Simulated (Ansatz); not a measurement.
Pulling on the Si3–H4 bond in H4MgSi (SMILES [MgH][SiH3]) (multiplicity 1 held, fragments rigid). Energies count from the point at 1.491 Å.
Geometry at that point (charge 0, multiplicity 1):
| atom | x (Å) | y (Å) | z (Å) |
|---|---|---|---|
| Mg | -1.2739 | -0.6992 | -0.1785 |
| H | -2.7546 | -1.5120 | -0.3860 |
| Si | 0.9718 | 0.5334 | 0.1362 |
| H | 1.6131 | 0.2497 | 1.4524 |
| H | 0.8377 | 2.0169 | 0.0636 |
| H | 1.9863 | 0.1688 | -0.8943 |

Restricted levels (R-, RO-) in cc, def2 and unpolarised 6-31G sets keep to the state of the molecule at rest. U- levels take the lowest unrestricted solution at each point, which mixes spins at long bonds. Active spaces are followed from a long bond inwards. Curves can end on different states.

Frozen-core correlation.

Programs: Ansatz (Gaussian basis) for Hartree–Fock, density functionals and correlated methods. Values without a source in brackets are computed.

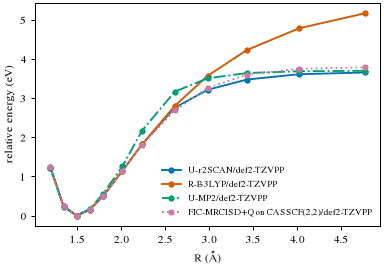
Fig. 1. Relative energy along the coordinate

Task: Read off the U-MP2/def2-TZVPP curve at R = 2.237.

Result: about 2.2 eV

Doubts at one or more of the structures used: a spin-contaminated determinant (U-r2SCAN/def2-TZVPP, U-MP2/def2-TZVPP); a restricted determinant that unrestricted orbitals would lower (R-B3LYP/def2-TZVPP).

Ansatz is an electronic-structure program.
